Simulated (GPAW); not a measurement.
# O K ELNES/XANES of SrNbO3 (Pm-3m) from DFT, part 2 of 3

Aim: the near-edge shape at the O K edge of SrNbO3 (Pm-3m), and what the core hole does to it.

GPAW 26.7.0; X-ray absorption from dipole matrix elements to empty bands, plane-wave PAW LDA.

So far. Step 2 (The field without a hole): The mesh shows no gap, so the system is treated as a metal and the core electron is put at the Fermi level (neutral cell). Step 3 (Spectrum without a core hole, O atom 3): Main maxima below 24 eV (height): 1.2 eV (1.72), 5.0 eV (2.02), 11.0 eV (1.31) and 17.0 eV (0.88). A K edge sees empty p states; the first features are O p mixed into the empty d states of the Nb neighbours, and the broad ones above probably into the cations' higher empty bands.

### 5. Spectrum with XCH, O atom 3

The holes are 7.0 Å apart. In GPAW the data set carries the hole's charge, so charge=0 means a charged cell and charge=-1 a neutral one. The excited electron is kept in the cell, where it fills the lowest empty states and screens the hole. After the field has converged, empty bands are computed with the density fixed and the dipole matrix elements are summed.

File xas.py:

```python
import numpy as np
from ase import Atoms
from ase.parallel import parprint, paropen
from gpaw import GPAW, PW, FermiDirac, Mixer, MixerDif, setup_paths
from gpaw.test import gen
setup_paths.insert(0, '.')
gen('O', name='fch1s', xcname='LDA', corehole=(1, 0, 1), write_xml=True)
from gpaw.mpi import world
world.barrier()

atoms = Atoms('Nb4Sr4O12',
    cell=[[4.06968976, 4.06968976, 4.06968976],
     [-4.06968976, 4.06968976, -4.06968976],
     [-4.06968976, 4.06968976, 4.06968976]],
    scaled_positions=[[0, 0, 0],
     [0.5, 0.5, 0],
     [0, 0.5, 0.5],
     [0.5, 0, 0.5],
     [0.5, 0, 0],
     [0, 0.5, 0],
     [0.5, 0.5, 0.5],
     [0, 0, 0.5],
     [0.25, 0, 0.75],
     [0.75, 0.5, 0.75],
     [0.25, 0.5, 0.25],
     [0.75, 0, 0.25],
     [0, 0.75, 0.25],
     [0.5, 0.25, 0.25],
     [0, 0.25, 0.75],
     [0.5, 0.75, 0.75],
     [0.25, 0.25, 0],
     [0.75, 0.75, 0],
     [0.25, 0.75, 0.5],
     [0.75, 0.25, 0.5]],
    pbc=True)
atoms.calc = calc = GPAW(legacy_gpaw=True, mode=PW(500), xc='LDA', setups={8: 'fch1s'},
    kpts={'size': (4, 4, 4), 'gamma': True}, occupations=FermiDirac(0.1),
    charge=-1, mixer=Mixer(0.1, 5, 50), maxiter=150,
    convergence={'density': 0.0001}, txt='scf.txt')
energy = atoms.get_potential_energy() + calc.get_reference_energy()
ef = calc.get_fermi_level()
out = dict(energy=energy, fermi=ef, forces=atoms.get_forces().tolist())
parprint(f'all-electron energy {energy:.4f} eV, Fermi level {ef:.4f} eV')
ev = np.array([[calc.get_eigenvalues(k, s) for k in range(len(calc.get_ibz_k_points()))] for s in range(calc.get_number_of_spins())])
out['homo'], out['lumo'], out['counts'] = ev[ev < ef].max(), ev[ev > ef].min(), sorted(set((ev < ef).sum((0, 2)).tolist()))
out['filled'] = (ev[:, 0] < ef).sum(1).tolist()

from ase.units import Ha
from gpaw.xas import dipole_matrix_elements
nb = int(calc.get_number_of_electrons() / 2) + 183
top, nb = nb, nb + 8 + nb // 12
nscf = calc.fixed_density(kpts={'size': (6, 6, 6), 'gamma': True}, nbands=nb,
    convergence={'bands': top, 'eigenstates': 1e-5}, maxiter=60, txt='nscf.txt')
cell = atoms.cell.array
ops = [cell.T @ U.T @ np.linalg.inv(cell.T) for U in nscf.wfs.kd.symmetry.op_scc]
E = np.arange(-6, 34, 0.1)
fwhm = np.interp(E, [4, 25], [0.9, 3.5])
Y, X, zero, highest = 0, 0, 1e9, 1e9
for spin in range(nscf.get_number_of_spins()):
    wfs = nscf.wfs
    A = dipole_matrix_elements(wfs.setups[8])
    eps = np.zeros((wfs.kd.nibzkpts, nb))
    d = np.zeros((3, A.shape[1], wfs.kd.nibzkpts, nb), complex)
    for kpt in wfs.kpt_u:
        if kpt.s == spin and 8 in kpt.P_ani:
            eps[kpt.k] = kpt.eps_n * Ha
            d[:, :, kpt.k] = (kpt.weight * wfs.nspins / 2) ** 0.5 * np.inner(A, kpt.P_ani[8])
    world.sum(eps)
    world.sum(d)
    T = np.einsum('amkn,bmkn->abkn', d, d.conj()).real
    T = sum(np.einsum('ai,ijkn,bj->abkn', R, T, R) for R in ops) / len(ops)
    empty = eps > ef
    zero, highest = min(zero, eps[empty].min()), min(highest, eps[:, top - 1].min())
    lines = [(eps, T, empty)] if spin == 0 else lines + [(eps, T, empty)]
for eps, T, empty in lines:
    f = np.einsum('aakn->akn', T).reshape(3, -1)
    x = eps.ravel() - zero
    w = np.interp(x, E, fwhm) / 2.35482
    g = np.exp(-0.5 * ((E[:, None] - x) / w) ** 2) / (w * (2 * np.pi) ** 0.5)
    Y = Y + (f * empty.ravel()) @ g.T
    X = X + (f * ~empty.ravel()) @ g.T
out.update(E=E.round(2).tolist(), xas=Y.tolist(), xes=X.tolist(), zero=zero, valid=highest - zero, nk=len(eps), nb=nb)
for i in range(0, len(E), 10):
    parprint(f'{E[i]:7.2f}', *(f'{v:10.3e}' for v in Y[:, i]))
import json
with paropen('out.json', 'w') as f:
    json.dump(out, f)
```

Command:

```bash
> OMP_NUM_THREADS=1 mpirun -n 4 gpaw python xas.py
```

Numbers of over 12 decimals in the logs are rounded to 6 here.

What it wrote:

```text
Input parameters:
  charge: -1
  convergence: {density: 0.0001}
  kpts: {gamma: True,
         size: (4, 4, 4)}
  maxiter: 150
  mixer: {backend: pulay,
          beta: 0.1,
          method: separate,
          nmaxold: 5,
          weight: 50}
  mode: {ecut: 500.0,
         name: pw}
  occupations: {fixmagmom: False,
                name: fermi-dirac,
                width: 0.1}
  setups: {8: fch1s}

Initialize ...

[... PAW data sets ...]

Reference energy: -784553.290583  # eV

Spin-paired calculation

[... convergence settings ...]
Symmetries present (total): 8
  [... symmetry matrices ...]

64 k-points: 4 x 4 x 4 Monkhorst-Pack grid + [1/8,1/8,1/8]
13 k-points in the irreducible part of the Brillouin zone
       k-points in crystal coordinates                weights
   0:     0.00000000    0.00000000    0.00000000          1/64
   1:     0.25000000   -0.25000000   -0.25000000          2/64
   2:     0.25000000    0.00000000    0.00000000          8/64
   3:     0.25000000    0.00000000    0.25000000          4/64
   4:     0.25000000    0.25000000   -0.25000000          2/64
   5:     0.25000000    0.25000000    0.25000000          4/64
   6:     0.50000000    0.00000000    0.50000000          2/64
   7:     0.50000000    0.25000000   -0.25000000         16/64
   8:     0.50000000    0.25000000    0.00000000          8/64
   9:     0.50000000    0.25000000    0.50000000          4/64
          ...
  12:     0.50000000    0.50000000    0.50000000          1/64

Wave functions: Plane wave expansion
  Cutoff energy: 500.000 eV
  Number of coefficients (min, max): 6794, 6866
  Pulay-stress correction: 0.000000 eV/Ang^3 (de/decut=0.000000)
  Using FFTW library
  Wavefunction extrapolation:
    Improved wavefunction reuse through dual PAW basis

Occupation numbers: Fermi-Dirac:
  width: 0.1000  # eV

Eigensolver
   Davidson(niter=2)

Densities:
  Coarse grid: 40*40*40 grid
  Fine grid: 80*80*80 grid
  Total Charge: 0.000000

Density mixing:
  Method: separate
  Backend: pulay
  Linear mixing parameter: 0.1
  old densities: 5
  Width of damping distribution: 1.1
  Damping of long wavelength oscillations: 50

[... Hamiltonian set-up ...]
Number of atoms: 20
Number of atomic orbitals: 120
Number of bands in calculation: 103
Number of valence electrons: 165
Bands to converge: occupied

... initialized

Initializing position-dependent things.

Density initialized from atomic densities
Creating initial wave functions:
  103 bands from LCAO basis set

                 O
                     O
            O O     Nb   O
                Sr
         O          O
             Sr        Sr
           O         O
         Nb   O     Nb
                  O
         O       Nb
             Sr

Atomic positions and initial magnetic moments

Positions:
   0 Nb     0.000000    0.000000    0.000000    ( 0.0000,  0.0000,  0.0000)
   1 Nb     0.000000    4.069690    0.000000    ( 0.0000,  0.0000,  0.0000)
   2 Nb    -4.069690    4.069690    0.000000    ( 0.0000,  0.0000,  0.0000)
   3 Nb     0.000000    4.069690    4.069690    ( 0.0000,  0.0000,  0.0000)
   4 Sr     2.034845    2.034845    2.034845    ( 0.0000,  0.0000,  0.0000)
   5 Sr    -2.034845    2.034845   -2.034845    ( 0.0000,  0.0000,  0.0000)
   6 Sr    -2.034845    6.104535    2.034845    ( 0.0000,  0.0000,  0.0000)
[...]
17 O      0.000000    6.104535    0.000000    ( 0.0000,  0.0000,  0.0000)
  18 O     -4.069690    6.104535    0.000000    ( 0.0000,  0.0000,  0.0000)
  19 O      0.000000    6.104535    4.069690    ( 0.0000,  0.0000,  0.0000)

Unit cell:
           periodic     x           y           z      points  spacing
  1. axis:    yes    4.069690    4.069690    4.069690    40     0.1439
  2. axis:    yes   -4.069690    4.069690   -4.069690    40     0.1439
  3. axis:    yes   -4.069690    4.069690    4.069690    40     0.1439

  Lengths:   7.048909   7.048909   7.048909
  Angles:   70.528779  70.528779 109.471221

Effective grid spacing dv^(1/3) = 0.1615

iter:   1  -222.071383
iter:   2  -207.627159   -0.55  -0.97
iter:   3  -197.315873   -0.32  -1.11
iter:   4  -196.570731   -1.17  -1.34
iter:   5  -196.427519   -1.53  -1.43
iter:   6  -195.323969   -1.53  -1.49
iter:   7  -195.187148   -2.66  -1.87
iter:   8  -195.142180   -2.86  -2.24
iter:   9  -195.139985c  -3.03  -2.45
iter:  10  -195.138879c  -4.31  -2.84
iter:  11  -195.137353c  -4.26  -2.94
iter:  12  -195.137238c  -5.03  -2.92
iter:  13  -195.136467c  -4.44  -3.03
iter:  14  -195.136167c  -5.04  -3.23
iter:  15  -195.136078c  -5.44  -3.30
iter:  16  -195.136116c  -6.30  -3.62
iter:  17  -195.136111c  -7.16  -4.07c
iter:  18  -195.136111c  -7.87c -4.18c

Converged after 18 iterations.

Dipole moment: (-0.469287, 0.000000, 0.000000) |e|*Ang

Energy contributions relative to reference atoms: (reference = -784553.290583)

Kinetic:        +80.691817
Potential:     -110.330194
External:        +0.000000
XC:            -163.167296
Entropy (-ST):   -0.226329
Local:           -2.217274
SIC:             +0.000000
--------------------------
Free energy:   -195.249275
Extrapolated:  -195.136111

Showing only first 2 kpts
 Kpt  Band  Eigenvalues  Occupancy
  0    80      8.20240    2.00000
  0    81      8.20240    2.00000
  0    82      8.25307    2.00000
  0    83     10.43015    0.00037

  1    80      8.39489    1.99998
  1    81      9.25410    1.91948
  1    82      9.25410    1.91948
[...]
Fermi level: 9.57123

No gap
No difference between direct/indirect transitions

Forces in eV/Ang:
  0 Nb   -3.76204    0.00000   -0.00000
  1 Nb   -0.00000    0.00000   -0.00000
  2 Nb   -0.00000    0.00000    0.00000
  3 Nb    3.76204   -0.00000   -0.00000
  4 Sr   -0.00000    0.45179    0.45179
  5 Sr   -0.00000   -0.45179    0.45179
  6 Sr   -0.00000    0.45179   -0.45179
[...]
17 O     0.39946    0.09058    0.00000
 18 O    -0.39946    0.09058   -0.00000
 19 O    -0.39946   -0.09058   -0.00000
Scalar-relativistic atomic LDA calculation for O (Oxygen, Z=8)
Core hole in 1s state (1s occupation: 1.0)
300 radial gridpoints.
|------------------------------------------------|
|------------------------------------------------|
[... the atom generator's iteration count ...]

Energy contributions:
-------------------------
Kinetic:      +54.046737
XC:            -5.876031
Potential:   -102.458324
-------------------------
Total:        -54.287618

state      eigenvalue         ekin         rmax
-----------------------------------------------
1s^1.0 :   -21.731873    30.611423        0.127
2s^2.0 :    -1.594915     4.066245        0.801
2p^4.0 :    -1.067100     3.825706        0.682
-----------------------------------------------
(units: Bohr and Hartree)

Generating PAW setup
Kinetic energy of the core from tauc = 30.636371
Cutoffs:
rc(s)=1.300
rc(p)=1.130
rc(d)=1.170
rc(vbar)=1.300
rc(comp)=1.260
rc(nct)=1.300

Kinetic energy of the core states: 30.611423
Charge: 1.0
Core electrons: 1.0
Valence electrons: 6.0
Pseudo-core charge: 0.000198
Shape function alpha=6.299
Pseudo-electron charge 5.280306
state    eigenvalue         norm
--------------------------------
2s(2) :    -1.594915     1.065643
*s    :    -0.594915
2p(4) :    -1.067100     0.787205
*p    :    -0.067100
*d    :     0.000000
--------------------------------

Diagonalizing with gridspacing h=0.050

state   all-electron     PAW
-------------------------------
2s:      -1.594915    -1.596334
2p:      -1.067100    -1.073375
*d:                   -0.060686
*f:                   -0.013559
-------------------------------
all-electron energy -784748.4267 eV, Fermi level 9.5712 eV
[...]
31.00  1.270e-04  5.778e-05  5.778e-05
  32.00  1.100e-04  4.657e-05  4.657e-05
  33.00  8.903e-05  3.789e-05  3.789e-05
```

Elapsed: 12 min, on 4 MPI ranks of Arm Neoverse V1, shared host; peak memory 0.9 GiB; 49 min of CPU time.

The O K spectrum, O atom 3, excited-electron core hole (neutral cell) (energy from the lowest empty level; intensity scaled to a mean of 1 over the first 20 eV):

```csv
E (eV),intensity
-2.0,0.00
-0.5,0.10
1.0,1.77
2.5,1.06
4.0,1.94
5.5,1.25
7.0,0.97
8.5,0.69
10.0,1.27
11.5,0.77
13.0,0.44
14.5,0.66
16.0,1.03
17.5,0.82
19.0,0.55
20.5,0.42
22.0,0.40
23.5,0.52
25.0,0.70
26.5,0.92
28.0,1.16
29.5,1.34
31.0,1.25
```

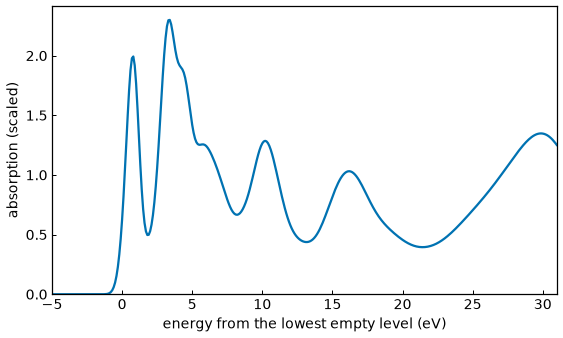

The O K edge, O atom 3, excited-electron core hole (neutral cell): main maxima at 0.8, 3.4 and 10.2 eV.

Main maxima below 24 eV (height): 0.8 eV (1.99), 3.4 eV (2.30), 10.2 eV (1.29) and 16.2 eV (1.03). 

The total-energy difference is 535.30 eV. One term is added: -8.83 eV, since the hole is spin-paired here and a spin-polarised one costs that much less in the free atom (computed apart). The photon energy is then 526.47 eV. The functional leaves an error in such absolute values: in the free atom LDA prices this hole 4.1 eV below PBE (computed apart), and PBE is itself good to a few eV.

### 6. Reference energy of the cell

The cell and mesh change for the next run, so it gets a reference energy of its own.

File scf.py:

```python
import numpy as np
from ase import Atoms
from ase.parallel import parprint, paropen
from gpaw import GPAW, PW, FermiDirac, Mixer, MixerDif, setup_paths
from gpaw.test import gen
setup_paths.insert(0, '.')
gen('O', name='nch1s', xcname='LDA', corehole=(1, 0, 0), write_xml=True)
from gpaw.mpi import world
world.barrier()

atoms = Atoms('NbSrO3',
    cell=[[4.06968976, 0, 0],
     [0, 4.06968976, 0],
     [0, 0, 4.06968976]],
    scaled_positions=[[0, 0, 0],
     [0.5, 0.5, 0.5],
     [0.5, 0, 0],
     [0, 0, 0.5],
     [0, 0.5, 0]],
    pbc=True)
atoms.calc = calc = GPAW(legacy_gpaw=True, mode=PW(500), xc='LDA', setups={2: 'nch1s'},
    kpts={'size': (6, 6, 6), 'gamma': True}, occupations=FermiDirac(0.1),
    charge=0, mixer=Mixer(0.1, 5, 50), maxiter=150,
    convergence={'density': 0.0001}, txt='scf.txt')
energy = atoms.get_potential_energy() + calc.get_reference_energy()
ef = calc.get_fermi_level()
out = dict(energy=energy, fermi=ef, forces=atoms.get_forces().tolist())
parprint(f'all-electron energy {energy:.4f} eV, Fermi level {ef:.4f} eV')
ev = np.array([[calc.get_eigenvalues(k, s) for k in range(len(calc.get_ibz_k_points()))] for s in range(calc.get_number_of_spins())])
out['homo'], out['lumo'], out['counts'] = ev[ev < ef].max(), ev[ev > ef].min(), sorted(set((ev < ef).sum((0, 2)).tolist()))
out['filled'] = (ev[:, 0] < ef).sum(1).tolist()
import json
with paropen('out.json', 'w') as f:
    json.dump(out, f)
```

Command:

```bash
> OMP_NUM_THREADS=1 mpirun -n 4 gpaw python scf.py
```

What it wrote:

```text
Input parameters:
  convergence: {density: 0.0001}
  kpts: {gamma: True,
         size: (6, 6, 6)}
  maxiter: 150
  mixer: {backend: pulay,
          beta: 0.1,
          method: separate,
          nmaxold: 5,
          weight: 50}
  mode: {ecut: 500.0,
         name: pw}
  occupations: {fixmagmom: False,
                name: fermi-dirac,
                width: 0.1}
  setups: {2: nch1s}

Initialize ...

[...]
2s(2) :    -0.872866     1.079797
*s    :     0.127134
2p(4) :    -0.337925     0.876472
*p    :     0.662075
*d    :     0.000000
--------------------------------

Diagonalizing with gridspacing h=0.050

state   all-electron     PAW
-------------------------------
2s:      -0.872866    -0.873954
2p:      -0.337925    -0.341740
*d:                    0.050276
*f:                    0.077289
-------------------------------
all-electron energy -196320.9357 eV, Fermi level 9.1400 eV
[key lines of the parts left out:]
Converged after 15 iterations.
Dipole moment: (-0.000000, -0.000000, -0.000000) |e|*Ang
Free energy:    -44.970570
Fermi level: 9.14000
```

The job ended after 13 s (4 MPI ranks; peak memory 0.2 GiB; 53 s of CPU time).

### 7. Spectrum with XCH, O atom 3

A smaller cell brings the holes closer; here they are 4.1 Å apart.

Changed against the first core-hole run: supercell atoms from 20 to 5; the field's mesh follows (4×4×4 to 6×6×6).

xas.py, as its differences from that of step 5:

```diff
@@ -10,29 +10,14 @@
 
-atoms = Atoms('Nb4Sr4O12',
-    cell=[[4.06968976, 4.06968976, 4.06968976],
-     [-4.06968976, 4.06968976, -4.06968976],
-     [-4.06968976, 4.06968976, 4.06968976]],
+atoms = Atoms('NbSrO3',
+    cell=[[4.06968976, 0, 0],
+     [0, 4.06968976, 0],
+     [0, 0, 4.06968976]],
     scaled_positions=[[0, 0, 0],
-     [0.5, 0.5, 0],
-     [0, 0.5, 0.5],
-     [0.5, 0, 0.5],
+     [0.5, 0.5, 0.5],
      [0.5, 0, 0],
-     [0, 0.5, 0],
-     [0.5, 0.5, 0.5],
      [0, 0, 0.5],
-     [0.25, 0, 0.75],
-     [0.75, 0.5, 0.75],
-     [0.25, 0.5, 0.25],
-     [0.75, 0, 0.25],
-     [0, 0.75, 0.25],
-     [0.5, 0.25, 0.25],
-     [0, 0.25, 0.75],
-     [0.5, 0.75, 0.75],
-     [0.25, 0.25, 0],
-     [0.75, 0.75, 0],
-     [0.25, 0.75, 0.5],
-     [0.75, 0.25, 0.5]],
+     [0, 0.5, 0]],
     pbc=True)
-atoms.calc = calc = GPAW(legacy_gpaw=True, mode=PW(500), xc='LDA', setups={8: 'fch1s'},
-    kpts={'size': (4, 4, 4), 'gamma': True}, occupations=FermiDirac(0.1),
+atoms.calc = calc = GPAW(legacy_gpaw=True, mode=PW(500), xc='LDA', setups={2: 'fch1s'},
+    kpts={'size': (6, 6, 6), 'gamma': True}, occupations=FermiDirac(0.1),
     charge=-1, mixer=Mixer(0.1, 5, 50), maxiter=150,
@@ -49,5 +34,5 @@
 from gpaw.xas import dipole_matrix_elements
-nb = int(calc.get_number_of_electrons() / 2) + 183
+nb = int(calc.get_number_of_electrons() / 2) + 48
 top, nb = nb, nb + 8 + nb // 12
-nscf = calc.fixed_density(kpts={'size': (6, 6, 6), 'gamma': True}, nbands=nb,
+nscf = calc.fixed_density(kpts={'size': (8, 8, 8), 'gamma': True}, nbands=nb,
     convergence={'bands': top, 'eigenstates': 1e-5}, maxiter=60, txt='nscf.txt')
@@ -60,3 +45,3 @@
     wfs = nscf.wfs
-    A = dipole_matrix_elements(wfs.setups[8])
+    A = dipole_matrix_elements(wfs.setups[2])
     eps = np.zeros((wfs.kd.nibzkpts, nb))
@@ -64,5 +49,5 @@
     for kpt in wfs.kpt_u:
-        if kpt.s == spin and 8 in kpt.P_ani:
+        if kpt.s == spin and 2 in kpt.P_ani:
             eps[kpt.k] = kpt.eps_n * Ha
-            d[:, :, kpt.k] = (kpt.weight * wfs.nspins / 2) ** 0.5 * np.inner(A, kpt.P_ani[8])
+            d[:, :, kpt.k] = (kpt.weight * wfs.nspins / 2) ** 0.5 * np.inner(A, kpt.P_ani[2])
     world.sum(eps)
```

Command:

```bash
> OMP_NUM_THREADS=1 mpirun -n 4 gpaw python xas.py
```

What it wrote:

```text
Input parameters:
  charge: -1
  convergence: {density: 0.0001}
  kpts: {gamma: True,
         size: (6, 6, 6)}
  maxiter: 150
  mixer: {backend: pulay,
          beta: 0.1,
          method: separate,
          nmaxold: 5,
          weight: 50}
  mode: {ecut: 500.0,
         name: pw}
  occupations: {fixmagmom: False,
                name: fermi-dirac,
                width: 0.1}
  setups: {2: fch1s}

Initialize ...

[...]
*p    :    -0.067100
*d    :     0.000000
--------------------------------

Diagonalizing with gridspacing h=0.050

state   all-electron     PAW
-------------------------------
2s:      -1.594915    -1.596334
2p:      -1.067100    -1.073375
*d:                   -0.060686
*f:                   -0.013559
-------------------------------
all-electron energy -195785.6067 eV, Fermi level 10.1352 eV
[...]
32.00  8.023e-05  4.238e-05  4.238e-05
  33.00  7.096e-05  3.925e-05  3.925e-05
[key lines of the parts left out:]
Converged after 19 iterations.
Dipole moment: (-0.000000, -0.000000, -0.000000) |e|*Ang
Free energy:    -60.316125
Fermi level: 10.13516
```

Wall time 51 s (4 MPI ranks); peak memory 0.3 GiB; 3.4 min of CPU time.

These settings depart from the first run's and aren't meant as converged.

The scaled spectrum changes by 26 % r.m.s. The highest intensity below 16 eV goes from 3.4 eV (2.30) to 3.6 eV (2.10).

```csv
E (eV),first run,this run
-2.0,0.00,0.00
-0.5,0.10,0.18
1.0,1.77,1.06
2.5,1.06,1.68
4.0,1.94,1.93
5.5,1.25,1.44
7.0,0.97,0.77
8.5,0.69,0.85
10.0,1.27,1.31
11.5,0.77,0.61
13.0,0.44,0.52
14.5,0.66,0.83
16.0,1.03,0.92
17.5,0.82,0.73
19.0,0.55,0.54
20.5,0.42,0.43
22.0,0.40,0.45
23.5,0.52,0.62
25.0,0.70,0.86
26.5,0.92,1.10
28.0,1.16,1.24
29.5,1.34,1.23
31.0,1.25,1.03
```

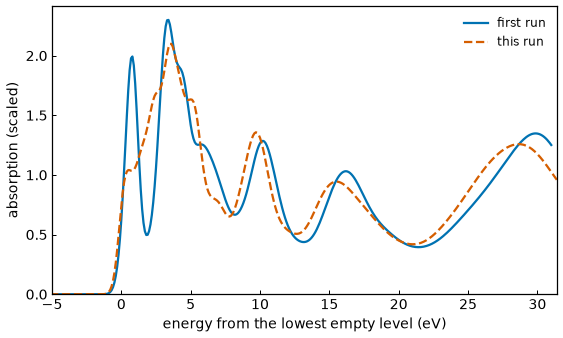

This run beside the first core-hole run.

(Continued in part 3 of 3.)

[Banner, clock and machine lines of the logs are left out without a mark of their own.]

[Logs are printed without paths, hosts, clocks, repeated set-up lines and the standing remarks that a program may print on its own settings, such as how far it seeks lower states.]

[Hosts, paths, dates, database ids (printed as entryN), source tags and the programs' standing remarks are cut or masked in the printed files.]

[Lists of maxima count a maximum above −3 eV only where it reaches 4 % of the highest in the window and stands out from its surroundings by 2 % of it (1.5 % where it reaches 55 %); shoulders and weaker maxima are passed over, and of the rest the first, up to two pre-edge ones and the few strongest are named.]
